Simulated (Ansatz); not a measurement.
# One shape, several levels: quartet SiH2Cl

Aim: a comparison of 6 runs (UB3LYP/STO-3G, UPBE/STO-3G, UPBE0/STO-3G, RPA@PBE/STO-3G, UCCSD/STO-3G, UCCSD(T)/STO-3G) of quartet SiH2Cl. 

The results are computed with Ansatz 0.2.0.

52 further runs of the same task are left out: 52 set aside as unsound or not needed.

## (1) The structure to begin with

SiH2Cl has 4 atoms, charge 0, and is taken as a quartet. SMILES of the parent species: `[SiH2]Cl`. The coordinates come from a GFN2-xTB relaxation. That shape belongs to the parent species and isn't relaxed for this state.

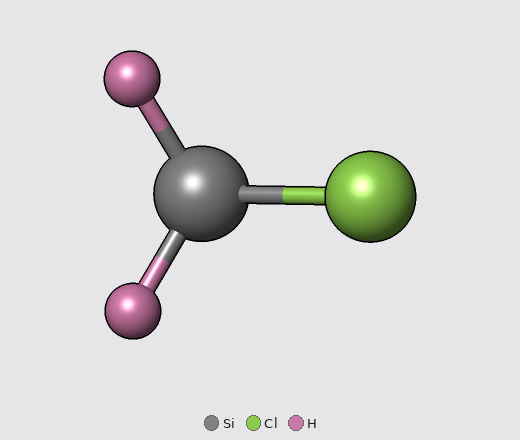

The structure, seen from a chosen angle (silicon grey, chlorine green, hydrogen pink).

## (2) The energy at UB3LYP/STO-3G (run 1)

Contents of molecule.yaml:

```yaml
crystal:
  periodic: [false, false, false]
  atoms:
    - symbol: Si
      position_ang: [-0.283580, 0.237700, 0.131590]
    - symbol: Cl
      position_ang: [1.597690, -0.059610, 0.811090]
    - symbol: H
      position_ang: [-1.065000, -0.978280, 0.263310]
    - symbol: H
      position_ang: [-0.249110, 0.800200, -1.205980]
basis:
  gaussian:
    orbitals: STO-3G
total_charge: 0
magnetization:
  spin_polarized: true
  initial_magnetization: 3
hamiltonian:
  xc: {name: B3LYP}
accuracy: high
```

Launch:

```bash
$ ansatz run molecule.yaml --threads 1 --pin off --max-ram 2610MiB --events-out events.jsonl --progress --plain --runs-dir runs
```

The log of the run:

```text
Warning: RAYON_NUM_THREADS=1 ignored (pool sized by the plan → 1); use --threads N
Functional definition: B3LYP
  name "B3LYP"
  parameter a0 = 0.2
  parameter ax = 0.72
  parameter ac = 0.81
  exchange = (1 - a0 - ax)*slater_x + ax*b88_x + a0*exact_x
  correlation = (1 - ac)*vwn_rpa_c + ac*lyp_c
341 factors; integrals over basis functions are off by at most 3.1e-9 eV
mean field evaluation 1: about -20193.9194 eV, gradient 5.5e0 eV
mean field evaluation 2: about -20193.5804 eV, gradient 7.9e0 eV
mean field evaluation 4: about -20194.5510 eV, gradient 7.4e-1 eV
mean field evaluation 8: about -20194.5559 eV, gradient 8.9e-3 eV
mean field evaluation 16: about -20194.5559 eV, gradient 3.4e-6 eV
mean field -20194.55593122 eV, -742.1362421107 hartree, gradient 5.1e-8 eV, S^2 3.750634; 2 other end points of the search recorded, 0 dependent functions left out
reference -20194.55595672 eV, -742.1362430476 hartree; 18, 15 occupied and 2, 5 virtual orbitals, 341 factors
Total energy: -20194.55595672 eV, -742.1362430476 hartree
```

It took 2.1 s on 1 thread of AMD EPYC 7R43 (Zen 3), shared host; peak memory 0.14 GiB.

## (3) The energy at UPBE/STO-3G (run 2)

Contents of input.yaml:

```yaml
crystal:
  periodic: [false, false, false]
  atoms:
    - symbol: Si
      position_ang: [-0.283580, 0.237700, 0.131590]
    - symbol: Cl
      position_ang: [1.597690, -0.059610, 0.811090]
    - symbol: H
      position_ang: [-1.065000, -0.978280, 0.263310]
    - symbol: H
      position_ang: [-0.249110, 0.800200, -1.205980]
basis:
  gaussian:
    orbitals: STO-3G
magnetization:
  spin_polarized: true
  initial_magnetization: 3
hamiltonian:
  xc: {name: PBE}
accuracy: high
```

Launch:

```bash
$ ansatz run input.yaml --threads 1 --pin off --max-ram 2610MiB --events-out events.jsonl --progress --plain --runs-dir runs
```

The log of the run:

```text
Warning: RAYON_NUM_THREADS=1 ignored (pool sized by the plan → 1); use --threads N
Functional definition: PBE
  name "PBE"
  parameter kappa = 0.804
  parameter beta = 0.06672455060314922
  exchange = pbe_x(kappa = kappa, mu = beta*pi^2/3)
  correlation = pbe_c(beta = beta)
341 factors; integrals over basis functions are off by at most 3.1e-9 eV
mean field evaluation 1: about -20184.3051 eV, gradient 5.3e0 eV
mean field evaluation 2: about -20183.1960 eV, gradient 8.8e0 eV
mean field evaluation 4: about -20184.6960 eV, gradient 1.1e0 eV
mean field evaluation 8: about -20184.6939 eV, gradient 2.7e-2 eV
mean field evaluation 16: about -20184.6939 eV, gradient 4.7e-7 eV
mean field evaluation 32: about -20184.5660 eV, gradient 2.2e0 eV
mean field -20184.69388124 eV, -741.7738184586 hartree, gradient 5.7e-8 eV, S^2 3.750082; 3 other end points of the search recorded, 0 dependent functions left out
reference -20184.69388294 eV, -741.7738185212 hartree; 18, 15 occupied and 2, 5 virtual orbitals, 341 factors
Total energy: -20184.69388294 eV, -741.7738185212 hartree
```

Wall time 2 s (1 thread of AMD EPYC 7R43 (Zen 3), shared host); peak memory 0.14 GiB.

Runs 3 to 5 aren't shown in full; the table further down has their settings and results.

## (4) The energy at UCCSD(T)/STO-3G (run 6)

Contents of molecule.yaml:

```yaml
crystal:
  periodic: [false, false, false]
  atoms:
    - {symbol: Si, position_ang: [-0.283580, 0.237700, 0.131590]}
    - {symbol: Cl, position_ang: [1.597690, -0.059610, 0.811090]}
    - {symbol: H, position_ang: [-1.065000, -0.978280, 0.263310]}
    - {symbol: H, position_ang: [-0.249110, 0.800200, -1.205980]}
basis:
  gaussian:
    orbitals: STO-3G
magnetization:
  spin_polarized: true
  initial_magnetization: 3
correlation:
  method: ccsd_t
  frozen_orbitals: {Cl: 5, H: 0, Si: 5}
accuracy: high
scf:
  omitted_lower_state_checks: [cluster_reference, increment]
```

Launch:

```bash
$ ansatz run molecule.yaml --threads 1 --pin off --max-ram 2610MiB --events-out events.jsonl --progress --plain --runs-dir runs
```

The log of the run:

```text
Warning: RAYON_NUM_THREADS=1 ignored (pool sized by the plan → 1); use --threads N
Functional definition: HF
  name "HF"
  exchange = exact_x
  correlation = 0
these checks for a lower state are left out or cut short: cluster_reference, increment
341 factors; integrals over basis functions are off by at most 3.1e-9 eV
mean field evaluation 1: about -20160.8937 eV, gradient 6.3e0 eV
mean field evaluation 2: about -20160.9808 eV, gradient 6.3e0 eV
mean field evaluation 4: about -20162.1523 eV, gradient 2.4e0 eV
mean field evaluation 8: about -20162.9254 eV, gradient 2.5e-1 eV
mean field evaluation 16: about -20162.9249 eV, gradient 2.9e-8 eV
mean field evaluation 32: about -20162.7090 eV, gradient 7.2e-4 eV
mean field evaluation 64: about -20162.8469 eV, gradient 2.7e-1 eV
mean field -20162.92486534 eV, -740.9738218798 hartree, gradient 2.9e-8 eV, S^2 3.751237; 9 other end points of the search recorded, 0 dependent functions left out
10 core orbitals not correlated: weight in the atoms' cores, before any rotation towards them, 1.000 or more for the frozen orbitals, at most 0.000 for the correlated occupied ones
reference -20162.92486534 eV, -740.9738218798 hartree; 8, 5 occupied and 2, 5 virtual orbitals, 341 factors
second order -0.68124042 eV of doubles, -0.00000000 eV of singles
cycle   1  -0.92950333 eV  change   -2.5e-1 eV  update   4.8e-2
cycle   2  -1.09775425 eV  change   -1.7e-1 eV  update   2.6e-2
cycle   3  -1.12340238 eV  change   -2.6e-2 eV  update   1.4e-2
cycle   4  -1.13889076 eV  change   -1.5e-2 eV  update   6.8e-3
cycle   5  -1.13763363 eV  change    1.3e-3 eV  update   3.5e-3
cycle   6  -1.14146653 eV  change   -3.8e-3 eV  update   1.8e-3
cycle   7  -1.14224592 eV  change   -7.8e-4 eV  update   9.5e-4
cycle   8  -1.14167274 eV  change    5.7e-4 eV  update   4.3e-4
cycle   9  -1.14222473 eV  change   -5.5e-4 eV  update   1.6e-4
cycle  10  -1.14214051 eV  change    8.4e-5 eV  update   4.6e-5
cycle  11  -1.14214737 eV  change   -6.9e-6 eV  update   1.9e-5
cycle  12  -1.14214349 eV  change    3.9e-6 eV  update   9.4e-6
cycle  13  -1.14214763 eV  change   -4.1e-6 eV  update   6.2e-6
cycle  14  -1.14214679 eV  change    8.5e-7 eV  update   5.3e-6
cycle  15  -1.14214651 eV  change    2.8e-7 eV  update   4.8e-6
cycle  16  -1.14214833 eV  change   -1.8e-6 eV  update   4.0e-6
cycle  17  -1.14214665 eV  change    1.7e-6 eV  update   2.4e-6
cycle  18  -1.14214568 eV  change    9.7e-7 eV  update   1.3e-6
cycle  19  -1.14214625 eV  change   -5.6e-7 eV  update   9.3e-7
cycle  20  -1.14214725 eV  change   -1.0e-6 eV  update   6.1e-7
cycle  21  -1.14214719 eV  change    5.6e-8 eV  update   3.1e-7
cycle  22  -1.14214695 eV  change    2.4e-7 eV  update   1.5e-7
cycle  23  -1.14214691 eV  change    4.0e-8 eV  update   9.5e-8
cycle  24  -1.14214695 eV  change   -3.3e-8 eV  update   7.1e-8
cycle  25  -1.14214692 eV  change    2.8e-8 eV  update   5.4e-8
cycle  26  -1.14214695 eV  change   -3.2e-8 eV  update   3.8e-8
cycle  27  -1.14214695 eV  change    1.5e-9 eV  update   2.4e-8
cycle  28  -1.14214694 eV  change    5.6e-9 eV  update   1.8e-8
cycle  29  -1.14214680 eV  change    1.5e-7 eV  update   6.1e-8
cycle  30  -1.14214673 eV  change    6.6e-8 eV  update   3.7e-8
cycle  31  -1.14214675 eV  change   -2.2e-8 eV  update   1.9e-8
cycle  32  -1.14214676 eV  change   -8.6e-9 eV  update   1.2e-8
cycle  33  -1.14214676 eV  change   2.9e-10 eV  update   7.7e-9
cycle  34  -1.14214676 eV  change    2.1e-9 eV  update   4.8e-9
cycle  35  -1.14214676 eV  change   -3.1e-9 eV  update   3.4e-9
cycle  36  -1.14214676 eV  change   -2.0e-9 eV  update   2.2e-9
cycle  37  -1.14214676 eV  change  -6.8e-10 eV  update   1.9e-9
cycle  38  -1.14214676 eV  change   4.6e-10 eV  update   1.6e-9
cycle  39  -1.14214676 eV  change   4.2e-10 eV  update   1.4e-9
perturbative correction -0.01324323 eV, -0.0004866796 hartree
Total energy: -20164.08025533 eV, -741.0162816788 hartree
Checks for a lower state left out: cluster_reference, increment
```

Wall time 0.55 s (1 thread of AMD EPYC 7R43 (Zen 3), shared host).

## (5) The series

```tsv
run	level	frozen core orbitals	energy (Eh)	⟨S²⟩	wall time
1	UB3LYP/STO-3G	–	-742.136243	3.751	2.1 s
2	UPBE/STO-3G	–	-741.773819	3.750	2 s
3	UPBE0/STO-3G	–	-741.885008	3.750	2.2 s
4	RPA@PBE/STO-3G	10	-741.057180	3.750	2.6 s
5	UCCSD/STO-3G	10	-741.015795	3.751	0.57 s
6	UCCSD(T)/STO-3G	10	-741.016282	3.751	0.55 s
```

## (6) Results

```
                                           quantity          value
                                run 6: total energy  -741.01628 Eh
run 6: correlation energy (10 core orbitals frozen)      -42.5 mEh
                              run 6: (T) correction      -0.49 mEh
           run 6: ⟨S²⟩ of the reference determinant          3.751
                               run 6: T1 diagnostic          0.020
```

What this shows: Totals of different functionals can't be ranked against each other. In runs 1, 2, 3, 4, 5, 6 the basis is minimal, so the values are rough. All runs together took 10 s, the longest 2.6 s.
